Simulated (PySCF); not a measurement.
System: ClH$_{4}$OSi$_{2}$ (SMILES O[Si]([SiH3])Cl) (doublet).

Input file:

```
{"job": {"kind": "epr", "basis": "pcH-1"}, "charge": 0, "multiplicity": 2}
Si     0.962397     0.346850    -0.434977
Si    -1.134383    -0.708249    -0.268956
O      1.737518     0.125780     1.021680
Cl     0.617876     2.389822    -0.746302
H     -0.934883    -2.169840    -0.035095
H     -1.943655    -0.119321     0.841662
H     -1.839530    -0.503831    -1.569166
H      2.535102     0.639132     1.191217
```

Launched as:

```sh
OMP_NUM_THREADS=1 python cluster_run.py task.json out
```

Geometry: PBE0-D3(BJ)/def2-SVP.

Theory: UKS B3LYP, pcH-1 on Cl H O Si, non-relativistic, mean-field spin-orbit, GIAO in PySCF 2.14.0, density-fitted response routines.

### What will maps of the electron density, electron localisation function and spin density show?

Si–Cl (2.10 Å): the density is about 0.83 e/Å³ at the midpoint; the ELF peaks at about 0.85 between the atoms, as expected for a shared but strongly polarised pair.
Si–Si (2.35 Å): ρ at the midpoint is about 0.63 e/Å³; the ELF peaks at about 1 between the atoms, as expected for a shared electron pair.
Si–H (1.49 Å): the density is about 0.78 e/Å³ at the midpoint; the ELF climbs to about 1 towards the hydrogen, as it does in any bond to H.
The unpaired spin (1 electron) lies mostly on Si1 (about 0.6), Si2 (about 0.1), Cl4 (about 0.1) and O3 (about 0.1), in electrons by Hirshfeld's partition.

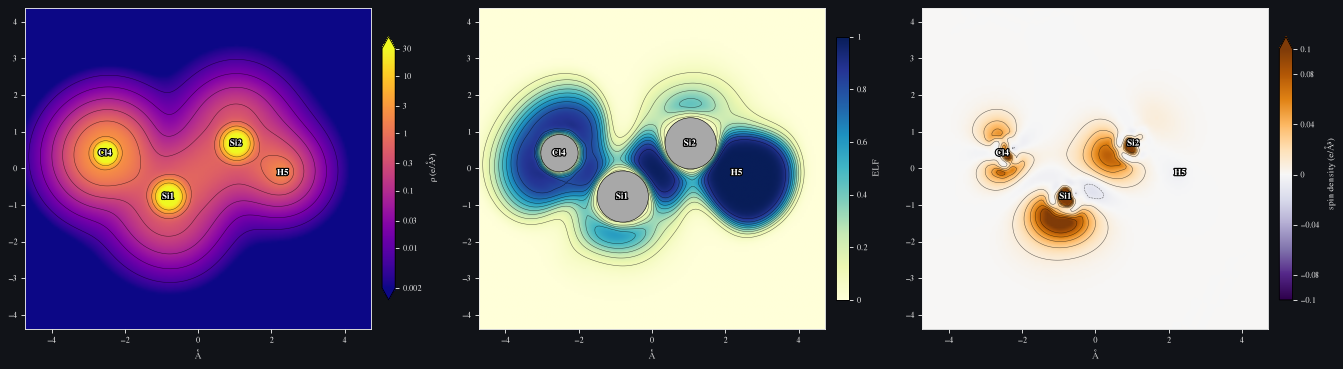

Computed electron density, electron localisation function and spin density on the plane of atoms Si1, Si2 and H5, in this order. Grey discs cover the atomic cores in the ELF map. 
